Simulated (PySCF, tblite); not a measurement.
# C₅H₁₃PSSi: geometry, infrared bands and NMR shifts

Aim: predict the infrared bands and NMR shifts of C₅H₁₃PSSi (`CS/C=C(\C)C[SiH2]P`).

Programs: tblite 0.8.0 and PySCF 2.14.0, with density-fitted response routines of our own. Each step states its level of theory. These are calculated values for one molecule in the gas phase, unless marked as measured. Atoms are numbered from 0 throughout.

## Step 1: Starting geometry

21 atoms, charge 0, multiplicity 1; geometry from: force field or distance geometry start.

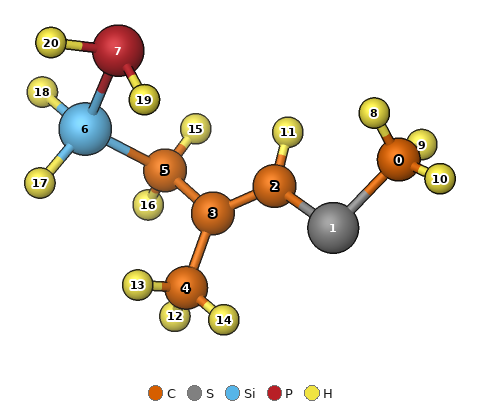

As it starts; carbon orange, sulfur grey, silicon blue, phosphorus red, hydrogen yellow, atoms numbered.

## Step 2: Relaxing the molecule with GFN2-xTB

The job: settings as JSON, then the geometry in Å.

```
{"job": {"kind": "relax", "xc": "GFN2-xTB", "basis": "xTB"}, "charge": 0, "multiplicity": 1}
C      3.079600     1.363000    -1.401600
S      2.360400     1.252100     0.249300
C      1.188700     0.008500     0.016200
C      0.311700    -0.410300     0.942900
C      0.256300     0.067900     2.388200
C     -0.688000    -1.520100     0.605400
Si    -2.449800    -0.980400     0.286100
P     -2.523500     0.339000    -1.496600
H      2.307100     1.646400    -2.123600
H      3.509400     0.409900    -1.693700
H      3.850700     2.127300    -1.408700
H      1.132800    -0.431600    -0.979300
H      0.340200    -0.776900     3.078800
H     -0.689300     0.574000     2.574400
H      1.052000     0.778200     2.641800
H     -0.340700    -2.070300    -0.263700
H     -0.679200    -2.253300     1.424100
H     -3.002000    -0.235800     1.445300
H     -3.313200    -2.160400     0.035200
H     -1.872100     1.450200    -0.916800
H     -3.839900     0.839600    -1.290300
```

Run with:

```console
OMP_NUM_THREADS=1 python probes_run.py task.json out
```

The driver reads the jobs from task.json and runs them one after another.

The program printed:

```text
step      E/eV     max force
  0    -674.55065    1.506
  1    -674.64071    0.601
  2    -674.66831    0.390
  3    -674.68025    0.348
  4    -674.69454    0.340
  5    -674.70449    0.199
  6    -674.70804    0.138
  7    -674.71082    0.108
  8    -674.71323    0.129
  9    -674.71510    0.102
 10    -674.71660    0.107
 11    -674.71830    0.117
 12    -674.72068    0.133
 13    -674.72350    0.145
 14    -674.72573    0.100
 15    -674.72710    0.075
 16    -674.72813    0.090
 17    -674.72918    0.093
 18    -674.73026    0.073
 19    -674.73117    0.064
 20    -674.73185    0.057
 21    -674.73240    0.058
 22    -674.73290    0.062
 23    -674.73337    0.058
 24    -674.73392    0.059
 25    -674.73471    0.076
 26    -674.73580    0.084
 27    -674.73706    0.094
 28    -674.73815    0.072
 29    -674.73903    0.069
 30    -674.73986    0.069
 31    -674.74066    0.070
 32    -674.74135    0.056
 33    -674.74192    0.058
 34    -674.74247    0.061
 35    -674.74311    0.060
 36    -674.74384    0.064
 37    -674.74454    0.052
 38    -674.74510    0.056
 39    -674.74558    0.062
 40    -674.74599    0.061
 41    -674.74642    0.054
 42    -674.74692    0.054
 43    -674.74743    0.057
 44    -674.74785    0.041
 45    -674.74815    0.039
 46    -674.74839    0.037
 47    -674.74866    0.043
 48    -674.74898    0.042
 49    -674.74933    0.048
 50    -674.74968    0.044
 51    -674.75000    0.042
 52    -674.75030    0.039
 53    -674.75061    0.038
 54    -674.75096    0.047
 55    -674.75144    0.070
 56    -674.75211    0.099
 57    -674.75295    0.099
 58    -674.75385    0.081
 59    -674.75469    0.086
 60    -674.75553    0.078
 61    -674.75649    0.104
 62    -674.75734    0.083
 63    -674.75779    0.040
 64    -674.75798    0.034
 65    -674.75808    0.047
 66    -674.75821    0.036
 67    -674.75836    0.028
 68    -674.75850    0.024
 69    -674.75862    0.026
 70    -674.75877    0.025
 71    -674.75891    0.023
 72    -674.75903    0.021
 73    -674.75911    0.021
 74    -674.75918    0.018
 75    -674.75922    0.012
 76    -674.75925    0.013
 77    -674.75929    0.017
 78    -674.75934    0.021
 79    -674.75938    0.020
 80    -674.75943    0.014
 81    -674.75948    0.016
 82    -674.75953    0.017
 83    -674.75957    0.017
 84    -674.75961    0.016
 85    -674.75966    0.019
 86    -674.75973    0.024
 87    -674.75984    0.027
 88    -674.75998    0.030
 89    -674.76010    0.023
 90    -674.76019    0.027
 91    -674.76027    0.029
 92    -674.76037    0.029
 93    -674.76050    0.026
 94    -674.76066    0.027
 95    -674.76083    0.025
 96    -674.76096    0.020
 97    -674.76106    0.018
 98    -674.76115    0.021
 99    -674.76126    0.023
100    -674.76139    0.026
101    -674.76152    0.026
102    -674.76162    0.034
103    -674.76171    0.020
104    -674.76177    0.022
105    -674.76186    0.025
106    -674.76197    0.025
107    -674.76205    0.019
108    -674.76211    0.015
109    -674.76216    0.018
110    -674.76222    0.017
111    -674.76231    0.018
112    -674.76237    0.014
113    -674.76242    0.016
114    -674.76246    0.019
115    -674.76252    0.019
116    -674.76262    0.021
117    -674.76273    0.017
118    -674.76280    0.021
119    -674.76288    0.022
120    -674.76297    0.022
121    -674.76310    0.023
122    -674.76321    0.019
123    -674.76329    0.027
124    -674.76336    0.026
125    -674.76345    0.025
126    -674.76354    0.018
127    -674.76361    0.016
128    -674.76372    0.020
129    -674.76381    0.023
130    -674.76397    0.028
131    -674.76416    0.030
132    -674.76445    0.040
133    -674.76485    0.046
134    -674.76533    0.054
135    -674.76494    0.101
136    -674.76613    0.053
137    -674.76644    0.046
138    -674.76698    0.038
139    -674.76767    0.051
140    -674.76799    0.046
141    -674.76842    0.039
142    -674.76864    0.036
143    -674.76894    0.038
144    -674.76937    0.040
145    -674.76935    0.088
146    -674.77011    0.043
147    -674.77040    0.038
148    -674.77103    0.039
149    -674.77128    0.041
150    -674.77155    0.034
151    -674.77182    0.033
152    -674.77194    0.031
153    -674.77216    0.030
154    -674.77237    0.032
155    -674.77260    0.034
156    -674.77289    0.040
157    -674.77322    0.046
158    -674.77360    0.043
159    -674.77395    0.039
160    -674.77426    0.033
161    -674.77447    0.035
162    -674.77466    0.032
163    -674.77485    0.028
164    -674.77510    0.025
165    -674.77525    0.024
166    -674.77537    0.019
167    -674.77543    0.016
168    -674.77548    0.018
169    -674.77555    0.019
170    -674.77564    0.028
171    -674.77572    0.029
172    -674.77578    0.020
173    -674.77582    0.011
174    -674.77584    0.008
```

Wall time 5.9 s (1 thread of Intel Xeon at 2.50GHz, shared host); peak memory 0.18 GiB.

The steps of the relaxation: (not every step is listed)

| step | energy from step 0 (eV) | largest force (eV/Å) |
| --- | --- | --- |
| 0 | 0.0000 | 1.5060 |
| 1 | -0.0901 | 0.6005 |
| 2 | -0.1177 | 0.3896 |
| 3 | -0.1296 | 0.3481 |
| 4 | -0.1439 | 0.3398 |
| 5 | -0.1538 | 0.1992 |
| 6 | -0.1574 | 0.1376 |
| 7 | -0.1602 | 0.1084 |
| 8 | -0.1626 | 0.1286 |
| 24 | -0.1833 | 0.0588 |
| 40 | -0.1953 | 0.0613 |
| 56 | -0.2015 | 0.0994 |
| 72 | -0.2084 | 0.0214 |
| 88 | -0.2093 | 0.0297 |
| 104 | -0.2111 | 0.0215 |
| 120 | -0.2123 | 0.0224 |
| 136 | -0.2155 | 0.0532 |
| 152 | -0.2213 | 0.0306 |
| 168 | -0.2248 | 0.0177 |
| 169 | -0.2249 | 0.0192 |
| 170 | -0.2250 | 0.0285 |
| 171 | -0.2251 | 0.0295 |
| 172 | -0.2251 | 0.0199 |
| 173 | -0.2252 | 0.0107 |
| 174 | -0.2252 | 0.0084 |

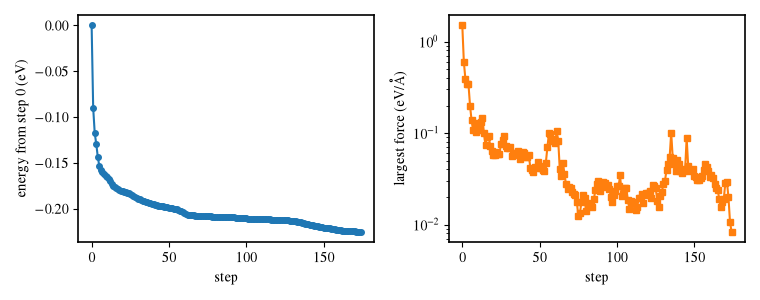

Energy and force, step by step.

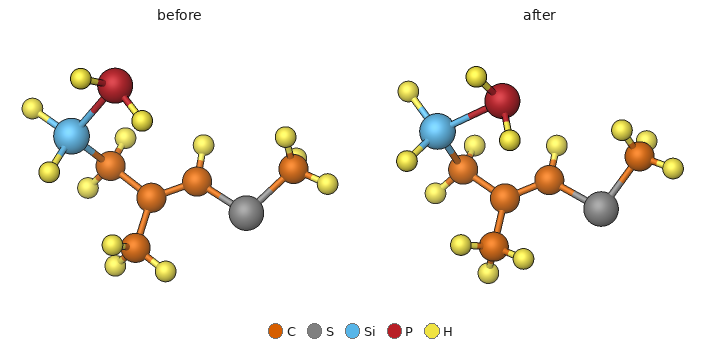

The geometry before (left) and after (right).

Distances of close pairs at the start and the end, largest changes first:

| bond | before (Å) | after (Å) | change (Å) |
| --- | --- | --- | --- |
| C5–Si6 | 1.870 | 1.917 | +0.047 |
| P7–H20 | 1.423 | 1.383 | -0.040 |
| S1–C2 | 1.724 | 1.763 | +0.038 |
| C3–C5 | 1.531 | 1.495 | -0.036 |
| P7–H19 | 1.413 | 1.383 | -0.030 |
| C3–C4 | 1.523 | 1.495 | -0.029 |
| Si6–P7 | 2.219 | 2.241 | +0.021 |
| Si6–H18 | 1.484 | 1.467 | -0.017 |

The next job starts from the end point, and lists it.

## Step 3: Vibrational analysis with GFN2-xTB

The job: settings as JSON, then the geometry in Å.

```
{"job": {"kind": "ir", "xc": "GFN2-xTB", "basis": "xTB"}, "charge": 0, "multiplicity": 1}
C      2.575721     1.400249    -1.524498
S      2.310148     1.091299     0.245886
C      1.132348    -0.212482     0.106420
C      0.300721    -0.594625     1.073632
C      0.267675     0.058293     2.417809
C     -0.705348    -1.672266     0.822753
Si    -2.315504    -0.889969     0.137149
P     -1.621129     0.608535    -1.376858
H      1.622913     1.635778    -1.990917
H      3.023986     0.523824    -1.984791
H      3.251633     2.245820    -1.599808
H      1.160452    -0.711975    -0.849973
H      0.769327    -0.569791     3.154841
H     -0.760567     0.203992     2.745768
H      0.779671     1.018054     2.386699
H     -0.325268    -2.383262     0.089011
H     -0.910715    -2.220325     1.740559
H     -3.104298    -0.301964     1.228499
H     -3.139412    -1.898074    -0.538237
H     -1.429789     1.635665    -0.471327
H     -2.891485     1.050168    -1.699075
```

The program printed:

```text
mode    cm-1     km/mol
  1      31.8      1.40
  2      33.6      3.48
  3      60.4      2.51
  4      93.8      0.41
  5     112.5      0.29
  6     127.9      0.83
  7     151.3      0.48
  8     157.1      7.73
  9     183.5      1.57
 10     237.4      3.32
 11     276.8      1.77
 12     357.4      0.68
 13     403.1     37.81
 14     441.1      2.85
 15     479.3     17.11
 16     488.6      7.85
 17     552.2      5.87
 18     623.8    227.11
 19     683.4      6.15
 20     698.4      5.58
 21     726.1     47.37
 22     731.4      9.48
 23     765.0     17.43
 24     779.0     69.81
 25     784.4    259.44
 26     808.8     83.16
 27     914.2     37.27
 28     945.5      0.91
 29     960.6     11.71
 30    1016.2     17.30
 31    1038.5      0.92
 32    1113.8      2.86
 33    1144.8     12.34
 34    1177.6     23.40
 35    1200.2     66.03
 36    1293.3      5.40
 37    1317.0      0.90
 38    1402.6     14.82
 39    1449.4      7.18
 40    1451.4      5.04
 41    1460.8      2.35
 42    1471.6      1.56
 43    1481.8      1.50
 44    1673.8     12.14
 45    2197.1    250.51
 46    2223.6    225.27
 47    2310.3     91.46
 48    2391.6    177.21
 49    2984.4     23.43
 50    2991.0     21.66
 51    3000.0     19.69
 52    3014.8     34.30
 53    3020.1      5.32
 54    3025.1     10.12
 55    3032.4     18.03
 56    3059.9      2.58
 57    3067.8     22.56
```

Run time: 3.9 s. Hardware: 1 thread of Intel Xeon at 2.50GHz, shared host; peak memory 0.18 GiB.

The strongest bands and the atoms that carry them (share of the mass-weighted mode):

| cm⁻¹ | km/mol | atoms |
| --- | --- | --- |
| 624 | 227.1 | H17 39 %, H18 33 %, H20 12 % |
| 779 | 69.8 | H11 52 %, C2 19 % |
| 784 | 259.4 | H17 44 %, H18 43 % |
| 809 | 83.2 | C5 20 %, C2 19 %, H16 16 %, H15 13 % |
| 2197 | 250.5 | H17 96 % |
| 2224 | 225.3 | H18 95 % |
| 2310 | 91.5 | H20 51 %, H19 45 % |
| 2392 | 177.2 | H19 50 %, H20 46 % |

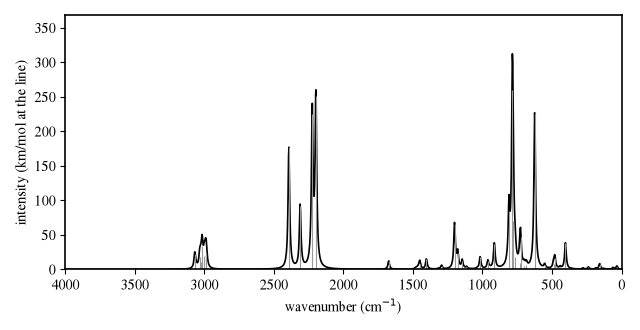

The infrared spectrum from these modes, unscaled. Lines are broadened to a width of 14 cm⁻¹ (Lorentzian).

## Step 4: NMR shieldings: PBE0/pcSseg-1

The job, as its differences from that of step 3:

```diff
@@ -1,2 +1,2 @@
-{"job": {"kind": "ir", "xc": "GFN2-xTB", "basis": "xTB"}, "charge": 0, "multiplicity": 1}
+{"job": {"kind": "nmr", "xc": "PBE0", "basis": "pcSseg-1"}, "charge": 0, "multiplicity": 1}
 C      2.575721     1.400249    -1.524498
```

Method: GIAO PBE0/pcSseg-1 NMR shielding, non-relativistic, gas phase.

The program printed:

```text
coarse grid: 18368 points
cycle   1  E = -1226.5810610496  dE =  6.515e-01  |g| = 3.867e-01  |ddm| = 4.148e+00
cycle   2  E = -1226.5774120257  dE =  3.649e-03  |g| = 4.064e-01  |ddm| = 8.554e-01
cycle   3  E = -1226.6213091708  dE = -4.390e-02  |g| = 7.282e-02  |ddm| = 5.125e-01
cycle   4  E = -1226.6225220216  dE = -1.213e-03  |g| = 3.514e-02  |ddm| = 1.333e-01
cycle   5  E = -1226.6228205243  dE = -2.985e-04  |g| = 9.230e-03  |ddm| = 4.291e-02
cycle   6  E = -1226.6228400017  dE = -1.948e-05  |g| = 3.694e-03  |ddm| = 1.426e-02
cycle   7  E = -1226.6228432581  dE = -3.256e-06  |g| = 6.986e-04  |ddm| = 3.831e-03
final grid: 161480 points
cycle   8  E = -1226.6728984098  dE = -3.768e-05  |g| = 9.762e-03  |ddm| = 4.158e-02
cycle   9  E = -1226.6728802759  dE =  1.813e-05  |g| = 1.270e-02  |ddm| = 2.179e-02
cycle  10  E = -1226.6729223266  dE = -4.205e-05  |g| = 1.663e-03  |ddm| = 1.417e-02
cycle  11  E = -1226.6729230211  dE = -6.945e-07  |g| = 2.945e-04  |ddm| = 1.880e-03
cycle  12  E = -1226.6729230398  dE = -1.866e-08  |g| = 1.288e-04  |ddm| = 5.055e-04
cycle  13  E = -1226.6729230440  dE = -4.258e-09  |g| = 3.074e-05  |ddm| = 1.863e-04
cycle  14  E = -1226.6729230442  dE = -2.171e-10  |g| = 9.027e-06  |ddm| = 4.159e-05
converged SCF energy = -1226.6729230442

GIAO shielding tensors (ppm)
atom      isotropic    diamagn.    paramagn.     s11        s22        s33       span
  0 C      164.727     251.368     -86.641    145.736    162.484    185.961     40.224
  1 S      517.601    1057.913    -540.312    352.648    482.309    717.847    365.199
  2 C       55.530     261.261    -205.732    -31.656     83.273    114.973    146.629
  3 C       52.621     264.536    -211.915    -53.866     51.876    159.853    213.719
  4 C      165.813     247.629     -81.816    153.585    158.872    184.981     31.396
  5 C      163.731     251.943     -88.212    149.423    152.564    189.205     39.782
  6 Si     399.361     880.906    -481.546    351.998    401.110    444.973     92.976
  7 P      625.949     968.956    -343.007    567.109    601.455    709.285    142.176
  8 H       29.124      31.509      -2.385     22.886     29.333     35.153     12.266
  9 H       29.257      29.901      -0.644     24.685     26.888     36.199     11.513
 10 H       29.791      28.478       1.313     24.797     26.472     38.104     13.308
 11 H       26.295      36.927     -10.632     22.986     25.084     30.815      7.829
 12 H       29.997      28.569       1.428     26.189     26.496     37.306     11.117
 13 H       30.274      31.121      -0.847     25.561     30.132     35.128      9.567
 14 H       29.586      31.269      -1.683     24.273     30.940     33.545      9.272
 15 H       29.880      32.130      -2.249     25.423     28.076     36.143     10.720
 16 H       29.932      31.042      -1.110     25.635     28.158     36.003     10.368
 17 H       27.098      29.785      -2.687     23.355     25.155     32.785      9.430
 18 H       27.408      29.284      -1.876     23.534     24.988     33.701     10.167
 19 H       31.077      32.199      -1.121     25.586     29.279     38.367     12.781
 20 H       30.825      29.877       0.947     25.366     26.304     40.803     15.437
```

Wall time 2.5 min (1 thread of Intel Xeon at 2.50GHz, shared host); peak memory 1 GiB.

Shifts follow as δ = σ(reference) − σ, with reference shieldings (ppm) from runs at the same level and on the same kind of geometry: 1H TMS 31.72, 13C TMS 186.9, 29Si TMS 349.2, 31P H3PO4 318.4, 33S CS2 504. The references are single molecules in the gas phase, so shifts against H2O, NH3, PH3, H3PO4 or CFCl3 are not on the usual liquid scales and can be off by tens of ppm. Atoms listed in one row are averaged.

| atoms | environment | σ (ppm) | δ (ppm) | δ scaled to CDCl3 |
| --- | --- | --- | --- | --- |
| C3 | fully substituted alkene carbon | 52.6 | 134.3 | 129.2 |
| C2 | alkene CH | 55.5 | 131.4 | 121.9 |
| C5 | allylic sp3 CH2 bonded to Si | 163.7 | 23.2 | 20.7 |
| C0 | methyl carbon bonded to S | 164.7 | 22.2 | 15.3 |
| C4 | allylic methyl carbon | 165.8 | 21.1 | 18.7 |
| H11 | hydrogen on an alkene CH | 26.30 | 5.42 | 5.22 |
| H17, H18 | hydrogen on a silicon bonded to C, P | 27.25 | 4.46 | – |
| H8, H9, H10 | hydrogen on a methyl carbon bonded to S | 29.39 | 2.33 | 2.30 |
| H15, H16 | hydrogen on an allylic sp3 CH2 bonded to Si | 29.91 | 1.81 | 1.81 |
| H12, H13, H14 | hydrogen on an allylic methyl carbon | 29.95 | 1.76 | 1.77 |
| H19, H20 | hydrogen on a phosphorus bonded to Si | 30.95 | 0.77 | – |
| S1 | sulfide sulfur | 518 | -14 | – |
| Si6 | silicon bonded to C, P, 2 H | 399.4 | -50.2 | – |
| P7 | phosphorus bonded to Si, 2 H | 625.9 | -307.6 | – |

The scaled column applies a straight-line fit of computed shieldings to shifts measured in CDCl3, with any fitted terms for Cl, Br or S neighbours (root-mean-square error 0.16 ppm for H, 1.9 ppm for C).

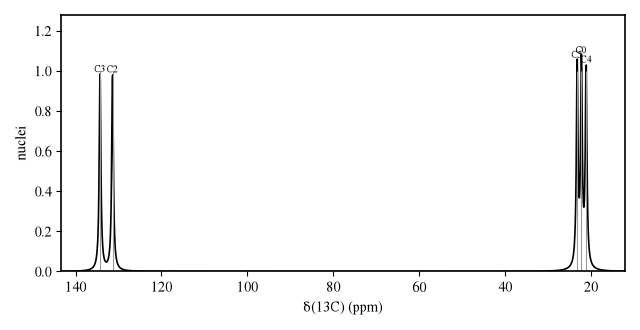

13C lines at the computed shifts, without couplings. Lines are broadened to a width of 0.45 ppm (Lorentzian).

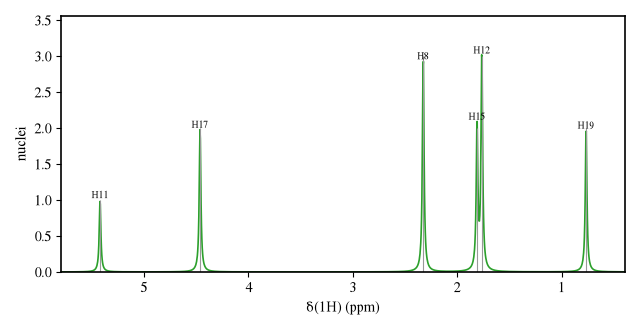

1H lines at the computed shifts, without couplings. Lines are broadened to a width of 0.02 ppm (Lorentzian).

Charges from the same density, by scheme (e):

| atoms | Mulliken | IAO | Hirshfeld | ESP fit |
| --- | --- | --- | --- | --- |
| C0 | -0.39 | -0.50 | -0.12 | -0.37 |
| S1 | 0.02 | 0.13 | 0.01 | -0.10 |
| C2 | -0.19 | -0.31 | -0.09 | -0.35 |
| C3 | -0.41 | 0.00 | 0.00 | 0.23 |
| C4 | -0.15 | -0.43 | -0.12 | -0.43 |
| C5 | -0.39 | -0.53 | -0.16 | -0.51 |
| Si6 | 0.44 | 0.58 | 0.29 | 0.46 |
| P7 | -0.25 | -0.11 | -0.02 | -0.34 |

IAO charges:

C0 -0.50; S1 0.13; C2 -0.31; C3 0.00; C4 -0.43; C5 -0.53; Si6 0.58; P7 -0.11; H8 0.16; H9 0.15; H10 0.17; H11 0.15; H12 0.16; H13 0.14; H14 0.15; H15 0.16; H16 0.15; H17 -0.12; H18 -0.11; H19 0.00; H20 -0.01

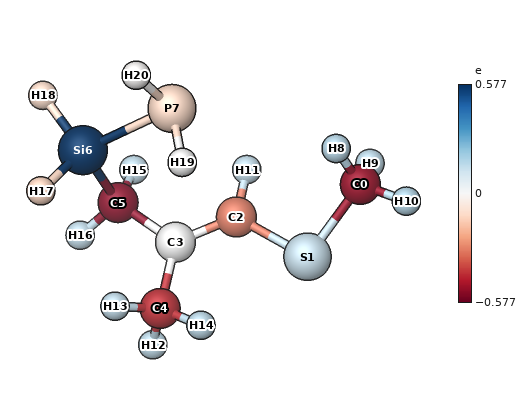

IAO charges, as colours on the atoms.

Mayer bond orders: C0–S1 0.99, S1–C2 1.04, C2–C3 1.79, C3–C4 1.07, C3–C5 1.05, C5–Si6 0.88, Si6–P7 1.01.

## Step 5: What came out

| quantity | value |
| --- | --- |
| strongest single infrared mode (GFN2-xTB) | 784 cm⁻¹, 259 km/mol |
| zero-point energy (GFN2-xTB) | 99.5 kcal/mol |
| 13C shifts against TMS (PBE0/pcSseg-1) | 134.3, 131.4, 23.2, 22.2, 21.1 ppm |
| 1H shifts against TMS (PBE0/pcSseg-1, means over atoms taken as alike) | 5.42, 4.46, 2.33, 1.81, 1.76, 0.77 ppm |
| 33S shifts against CS2 (PBE0/pcSseg-1) | -14 ppm |
| 29Si shifts against TMS (PBE0/pcSseg-1) | -50.2 ppm |
| 31P shifts against H3PO4 (PBE0/pcSseg-1) | -307.6 ppm |

**Reading.** Relaxing lowered the energy by 0.225 eV in 174 steps; the close pair that moved most is C5–Si6, from 1.870 to 1.917 Å. No mode is imaginary among the 57: a minimum at this level. The strongest single mode, at 784 cm⁻¹, moves mainly H17 and H18. Unscaled tight-binding wavenumbers are off by several per cent, some by more. Its intensities can rank the bands wrongly. H11 (hydrogen on an alkene CH) lies farthest downfield among hydrogen, at 5.42 ppm; olefinic region. At PBE0/pcSseg-1: The widest tensor belongs to S1: span 365 ppm, with a paramagnetic part of -540 ppm.
